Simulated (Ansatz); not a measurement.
# CBInO (triplet): what the fields show

```xyz
4

C     0.0000    0.0000   -1.0276
B     0.0000    0.0000    0.4264
In    0.0000    0.0000    2.7988
O     0.0000    0.0000   -2.1977
```

Geometry: r2SCAN-D4/def2-SVP; core potentials replace the inner electrons of In.

The calculation used Ansatz 0.2.0, isolated molecule in a Gaussian basis; Kohn-Sham density functional theory, functional PBE0.

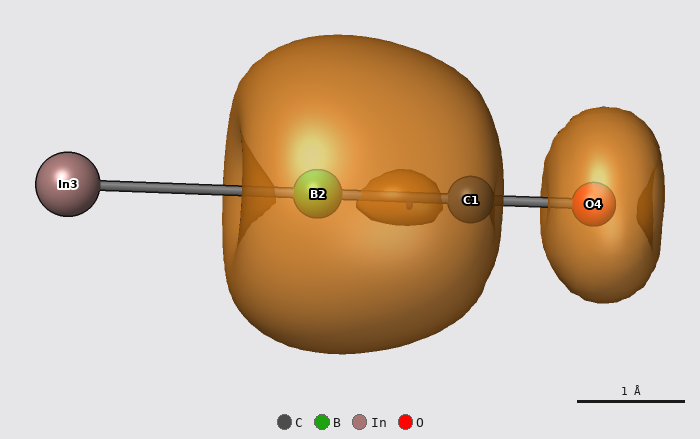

Figure 1. Isosurfaces of the spin density (α minus β) at +0.03 (orange) and −0.03 e/Å³ (purple), seen from one side.

Q: Describe the spin distribution.

A: The unpaired spin (2 electrons) lies mostly on B2 (about 1.0), C1 (about 0.5), O4 (about 0.4) and In3 (about 0.1), in electrons by Hirshfeld's partition.

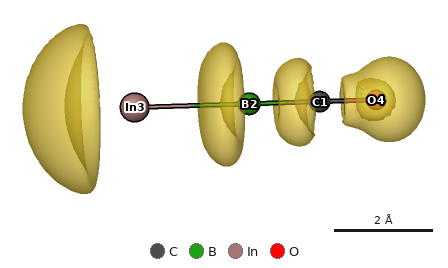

Figure 2. Isosurface of the ELF at 0.75 (yellow), seen from one side. Only the valence region is drawn (cores and ρ < 0.01 e/Å³ removed).

Q: Where are the electrons localised?

A: The surface consists of one region between bonded B–C atoms (shared pairs), one lobe of the valence shell of B pointing towards In (polar bonds), one region on O in which the atom's valence shell and bonds are merged and one lobe on In, pointing away from the bonds (non-bonding electrons). Along the contacts the grid gives the following. C–O (1.17 Å): the ELF peaks at about 0.85 between the atoms: a short, multiple covalent bond. C–B (1.45 Å): the ELF peaks at about 0.95 between the atoms: localised, covalent bonding.

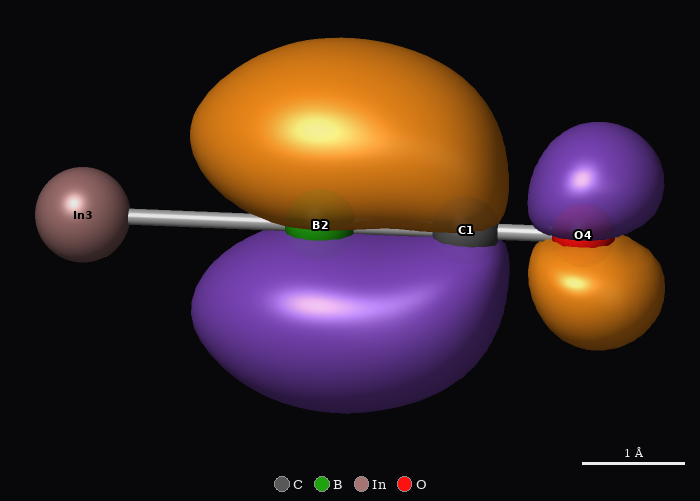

Figure 3. The HOMO (α) at ±0.1 Å⁻³ᐟ² (orange and purple are the two phases), seen from one side.

Q: Where does this orbital lie, and at what energy?

A: Its weight (Hirshfeld) is mainly on B2 (about 45 %), C1 (about 25 %) and O4 (about 20 %); π-bonding across B2–C1. It is one of a degenerate set, so its orientation is arbitrary. Its energy is −6.32 eV.

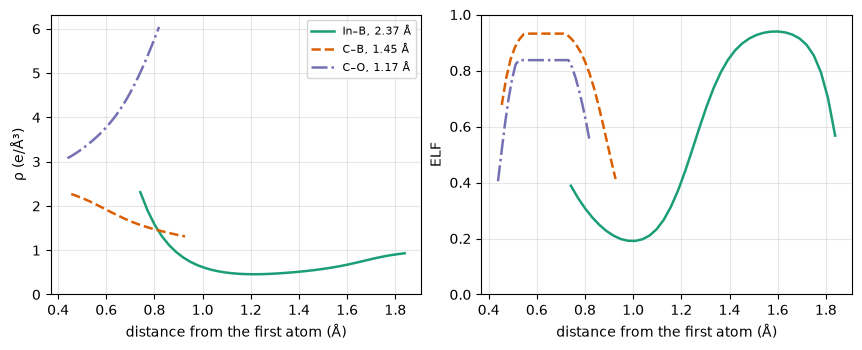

Figure 4. Electron density and electron localisation function along straight lines between neighbouring atoms. The curves leave out the atomic cores.

Q: What can be read from the curves?

A: In–B (2.37 Å): ρ at the midpoint is about 0.46 e/Å³; the ELF peaks at about 0.95 in the valence shell of B, 0.8 Å from its nucleus, and drops to about 0.20 between the two atoms.
C–B (1.45 Å): ρ at the midpoint is about 1.6 e/Å³; the ELF peaks at about 0.95 between the atoms; a covalent bond.
C–O (1.17 Å): ρ at the midpoint is about 3.7 e/Å³; the ELF peaks at about 0.85 between the atoms (a multiple bond).
